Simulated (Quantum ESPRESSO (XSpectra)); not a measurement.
**Se K-edge X-ray absorption spectrum (XANES) of InSe (R3m)**

```xyz
4
Lattice="2.0233 1.1682 8.6085 -2.0233 1.1682 8.6085 0.0000 -2.3364 8.6085" Properties=species:S:1:pos:R:3 pbc="T T T"
In     0.0000     0.0000    22.9757
In     0.0000     0.0000    25.7783
Se     0.0000     0.0000     9.8211
Se     0.0000     0.0000     4.4986
```

Geometry: Materials Project entry mp-22691 (a computed structure). The cell is the entry's, not relaxed again.

Absorber: atom 3, Se on Wyckoff site a (site symmetry 3m), with 3 In at 2.65 Å.

Method: LDA, full core hole, dipole K-edge X-ray absorption, plane waves, Troullier-Martins potentials made with ld1.x and PseudoDojo potentials for the other elements (Perdew-Zunger form enforced), scalar-relativistic, no spin, constant broadening (Quantum ESPRESSO (XSpectra)).

12-atom cell (absorber images 7.0 Å apart), 56 Ry, k meshes 5×5×3 (SCF) and 4×4×3 (spectrum), Lorentzian half width 1.5 eV. The ground-state test found no gap over 0.25 eV with this functional, so the cell is neutral with smeared occupations; energies count from the Fermi level. Field directions run: x; z, weighted by the site's symmetry in the crystal. Intensities are scaled to a mean of 1 over 0–35 eV.

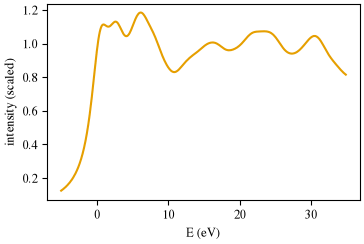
The computed spectrum

The absolute edge energy is not computed.
